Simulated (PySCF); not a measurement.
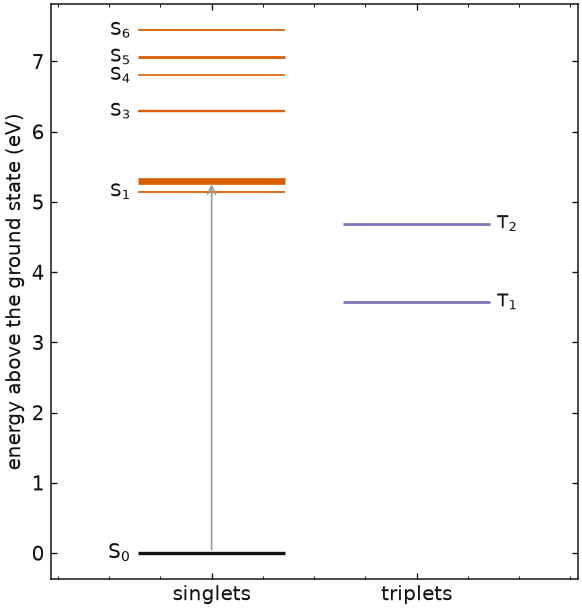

State diagram of C₅H₄F₄S, SMILES F[C@H]1CC=C(C(F)(F)F)S1. Vertical TDDFT excitations, PBE0/def2-SVPD in PySCF, at a GFN2-xTB geometry (no frequency check), gas phase. Triplets in the Tamm-Dancoff approximation; only the lowest 6 singlets and 2 triplets were computed. Thicker singlet lines are brighter; the arrow marks the brightest.

> What character does the calculation give T1?

Mainly HOMO → LUMO (91 %).

> How many of the triplet levels drawn lie below S1?

2 of 2 (T1 3.57 eV, T2 4.69 eV; S1 5.14 eV).

> What are the energy, strength and character of the state that the arrow marks?

S2 at 5.30 eV (234 nm), f = 0.104, mainly HOMO → LUMO (93 %).

Known limits of this run: states above the negative HOMO energy depend on the basis; the tight-binding geometry is rougher than a DFT one and adds to the error; core orbitals are frozen in the response.
